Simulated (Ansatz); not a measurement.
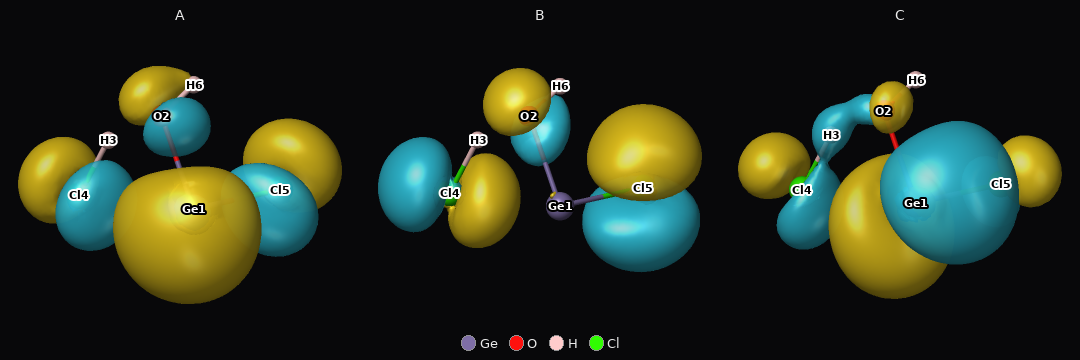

Figure 1: ClGeHO···HCl. Three frontier orbitals at ±0.1 Å⁻³ᐟ² (yellow and cyan are the two phases), in no order.

A transition-state structure; geometry: PBE0-D4/def2-TZVP.

The calculation used RKS PBE0-D4/def2-TZVPP (Ansatz 0.2.0).

```xyz
6

Ge    1.3077    0.0238    0.2915
O    -0.0269   -0.7102   -0.8115
H    -0.5729    0.6458   -0.8639
Cl   -0.4753    1.9838   -0.4728
Cl    0.3927   -0.6538    2.1812
H    -0.6253   -1.2894   -0.3245
```

Q: Which picture is the HOMO−1, the HOMO and the LUMO?

A: B is the HOMO−1 (−9.20 eV). It lies mainly on Cl5 (about 60 %), Cl4 (about 20 %) and O2 (about 10 %). A is the HOMO (−8.07 eV). It lies mainly on Ge1 (about 50 %), Cl5 (about 25 %), Cl4 (about 15 %) and O2 (about 10 %). C is the LUMO (−2.24 eV). By Hirshfeld shares it lies mainly on Ge1 (about 75 %), Cl4 (about 10 %) and Cl5 (about 10 %).

Q: What is the HOMO–LUMO gap?

A: 5.83 eV between the orbital energies.
